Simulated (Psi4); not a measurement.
# doublet BrCl− at 5 levels

Wanted: a comparison of 5 runs (U-r2SCAN/def2-TZVPPD, UBHLYP/def2-TZVPPD, UM06-2X/def2-TZVPPD, UPBE0/def2-TZVPPD, UTPSS/def2-TZVPPD) of doublet BrCl−. 

The results are computed with Psi4 1.11.

## (1) The system as given

The species is BrCl− (2 atoms), meant as a doublet with charge -1. SMILES of the parent species: `ClBr`. The bond length is the one measured for the parent species. That shape belongs to the parent species and isn't relaxed for this state.

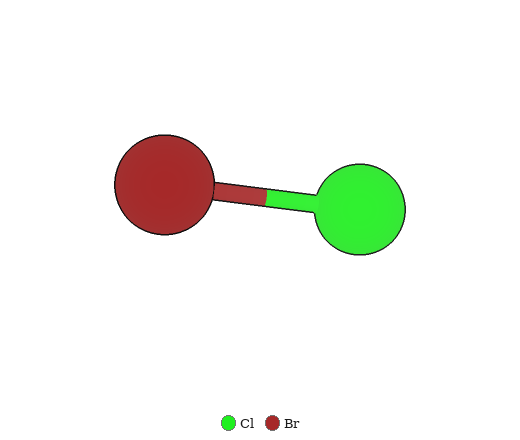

Viewed from a chosen angle; chlorine green, bromine red.

## (2) Energy and gradient at U-r2SCAN/def2-TZVPPD (run 1)

Contents of job.in:

```
memory 1600 mb

molecule {
  -1 2
  Cl     0.000000     0.000000     0.000000
  Br     0.000000     0.000000     2.136065
  symmetry c1
  no_reorient
  no_com
}

set globals {
  basis def2-TZVPPD
  reference uks
  puream true
  e_convergence 1e-09
  d_convergence 1e-08
  scf_type pk
  dft_radial_points 99
  dft_spherical_points 590
  maxiter 100
}

e_tot, wfn = gradient("r2scan", return_wfn=True)
oeprop(wfn, "LOWDIN_CHARGES", "MULLIKEN_CHARGES", "WIBERG_LOWDIN_INDICES", title="R2SCAN")
```

Launch:

```sh
$ psi4 -n 1 job.in job.out
```

job.out:

```text
[...]
  Running in c1 symmetry.
[...]
  Nuclear repulsion =  147.402087646513593
[...]
  Multiplicity = 2
[...]
  Nalpha       = 27
  Nbeta        = 26
[...]
    Number of basis functions: 108
[...]
   @UKS iter   1: -3033.87806454846532   -1.06348e+00   1.54826e-02 DIIS/ADIIS
[...]
   @UKS iter  13: -3034.34761180455553   -3.18323e-12   3.10981e-09 DIIS
[...]
   @S^2 Observed:                7.534846531E-01
[...]
  @UKS Final Energy: -3034.34761180455553
   => Energetics <=
    Nuclear Repulsion Energy =            147.4020876465135927
    One-Electron Energy =               -4524.2928528682004981
    Two-Electron Energy =                1462.3418742794970058
    DFT Exchange-Correlation Energy =    -119.7987208623658688
    Empirical Dispersion Energy =           0.0000000000000000
    VV10 Nonlocal Energy =                  0.0000000000000000
    Total Energy =                      -3034.3476118045555268
  UHF NO Occupations:
  HONO-2 :   25  A 1.9997247
  HONO-1 :   26  A 1.9990673
[...]
  -Total Gradient:
     Atom            X                  Y                   Z
    ------   -----------------  -----------------  -----------------
       1        0.000000000001    -0.000000000003     0.127629711269
       2        0.000000000006     0.000000000003    -0.127170066103
[...]
  Mulliken Charges: (a.u.)
   Center  Symbol    Alpha    Beta     Spin     Total
       1    CL     8.93961  8.52970  0.40991 -0.46931
       2    BR    18.06039 17.47030  0.59009 -0.53069
   Total alpha = 27.00000, Total beta = 26.00000, Total charge = -1.00000
  Lowdin Charges: (a.u.)
   Center  Symbol    Alpha    Beta     Spin     Total
       1    CL     8.99854  8.55657  0.44197 -0.55511
       2    BR    18.00146 17.44343  0.55803 -0.44489
  Total alpha = 27.00000, Total beta = 26.00000, Total charge = -1.00000
[...]
```

Wall time 25 s (1 thread of Intel Xeon 6975P-C (Granite Rapids), shared host); peak memory 0.6 GiB.

## (3) Energy and forces at UBHLYP/def2-TZVPPD (run 2)

Contents of brcl.py:

```python
import psi4

psi4.set_memory(1600000000)
psi4.set_num_threads(1)
psi4.set_output_file('psi4.out', False)

m = psi4.geometry("""
-1 2
Cl     0.000000     0.000000     0.000000
Br     0.000000     0.000000     2.136065
units angstrom
symmetry c1
""")

options = {'basis': 'def2-TZVPPD', 'reference': 'uks', 'puream': True, 'e_convergence': 1e-09, 'd_convergence': 1e-08, 'scf_type': 'pk', 'dft_radial_points': 99, 'dft_spherical_points': 590, 'maxiter': 100}
psi4.set_options(options)

E = psi4.gradient('bhhlyp', molecule=m)
print('gradient / Eh bohr^-1')
print(E.np.round(6))
```

Launch:

```sh
$ python brcl.py
```

psi4.out:

```text
[...]
  Running in c1 symmetry.
[...]
  Nuclear repulsion =  147.402087646513593
[...]
  Multiplicity = 2
[...]
  Nalpha       = 27
  Nbeta        = 26
[...]
    Number of basis functions: 108
[...]
   @UKS iter   1: -3034.02032247653005   -1.36153e+00   1.36496e-02 DIIS/ADIIS
[...]
   @UKS iter  13: -3034.37912009010915   -4.54747e-13   2.81137e-09 DIIS
[...]
   @S^2 Observed:                7.548783684E-01
[...]
  @UKS Final Energy: -3034.37912009010915
   => Energetics <=
    Nuclear Repulsion Energy =            147.4020876465135927
    One-Electron Energy =               -4524.8967816410840896
    Two-Electron Energy =                1404.2839605602935080
    DFT Exchange-Correlation Energy =     -61.1683866558322151
    Empirical Dispersion Energy =           0.0000000000000000
    VV10 Nonlocal Energy =                  0.0000000000000000
    Total Energy =                      -3034.3791200901091543
  UHF NO Occupations:
  HONO-2 :   25  A 1.9996479
  HONO-1 :   26  A 1.9985351
[...]
  -Total Gradient:
     Atom            X                  Y                   Z
    ------   -----------------  -----------------  -----------------
       1        0.000000000000    -0.000000000000     0.136221358148
       2       -0.000000000004     0.000000000001    -0.136224940710
[...]
```

The script printed:

```text
gradient / Eh bohr^-1
[[ 0.       -0.        0.136221]
 [-0.        0.       -0.136225]]
```

Wall time 18 s (1 thread of Intel Xeon 6975P-C (Granite Rapids), shared host); peak memory 0.6 GiB.

Runs 3 to 4 aren't shown in full; the table further down has their settings and results.

## (4) A single-point energy at UTPSS/def2-TZVPPD (run 5)

Contents of input.in:

```
memory 1600 MB

molecule {
  -1 2
  Cl     0.000000     0.000000     0.000000
  Br     0.000000     0.000000     2.136065
  symmetry c1
}

set basis def2-TZVPPD
set reference uks
set puream true
set e_convergence 1e-09
set d_convergence 1e-08
set scf_type pk
set dft_radial_points 99
set dft_spherical_points 590
set maxiter 100

energy_value, wavefunction = energy("tpss", return_wfn=True)
```

Launch:

```sh
$ psi4 -n 1 input.in input.out
```

input.out:

```text
[...]
  Running in c1 symmetry.
[...]
  Nuclear repulsion =  147.402087646513593
[...]
  Multiplicity = 2
[...]
  Nalpha       = 27
  Nbeta        = 26
[...]
    Number of basis functions: 108
[...]
   @UKS iter   1: -3033.83837029626329   -1.00995e+00   1.56167e-02 ADIIS/DIIS
[...]
   @UKS iter  12: -3034.32158814989771   -3.31966e-11   5.46060e-09 DIIS
[...]
   @S^2 Observed:                7.517167017E-01
[...]
  @UKS Final Energy: -3034.32158814989771
   => Energetics <=
    Nuclear Repulsion Energy =            147.4020876465135927
    One-Electron Energy =               -4523.5955403265807035
    Two-Electron Energy =                1461.5985704886600161
    DFT Exchange-Correlation Energy =    -119.7267059584906264
    Empirical Dispersion Energy =           0.0000000000000000
    VV10 Nonlocal Energy =                  0.0000000000000000
    Total Energy =                      -3034.3215881498977069
  UHF NO Occupations:
  HONO-2 :   25  A 1.9998528
  HONO-1 :   26  A 1.9995561
[...]
 Multipole Moments:
 ------------------------------------------------------------------------------------
     Multipole            Electronic (a.u.)      Nuclear  (a.u.)        Total (a.u.)
 ------------------------------------------------------------------------------------
 L = 1.  Multiply by 2.5417464519 to convert [e a0] to [Debye]
 Dipole X            :         -0.0000000            0.0000000           -0.0000000
 Dipole Y            :         -0.0000000            0.0000000           -0.0000000
 Dipole Z            :          4.6746457           -4.1717849            0.5028608
 Magnitude           :                                                    0.5028608
[...]
```

It took 22 s on 1 thread of Intel Xeon 6975P-C (Granite Rapids), shared host; peak memory 0.61 GiB.

## (5) Overview of the runs

```csv
run,level,task,energy (Eh),HOMO energy (eV),LUMO energy (eV),⟨S²⟩,wall time
1,U-r2SCAN/def2-TZVPPD,gradient,-3034.347612,1.53,2.87,0.753,25 s
2,UBHLYP/def2-TZVPPD,gradient,-3034.379120,0.02,3.81,0.755,18 s
3,UM06-2X/def2-TZVPPD,gradient,-3034.410625,0.04,3.48,0.753,27 s
4,UPBE0/def2-TZVPPD,gradient,-3033.944700,0.85,3.38,0.753,18 s
5,UTPSS/def2-TZVPPD,energy,-3034.321588,1.73,2.59,0.752,22 s
```

## (6) Summary of results

| quantity | value |
| --- | --- |
| run 5: total energy | -3034.32159 Eh |
| run 5: HOMO energy (highest over α and β) | 1.73 eV |
| run 5: LUMO energy (lowest over α and β) | 2.59 eV |
| run 5: ⟨S²⟩ | 0.752 |

What this shows: Totals of different functionals can't be ranked against each other. In all runs the HOMO lies above zero, from self-interaction, a short basis or an electron that isn't bound. All runs together took 1.8 min, the longest 27 s.
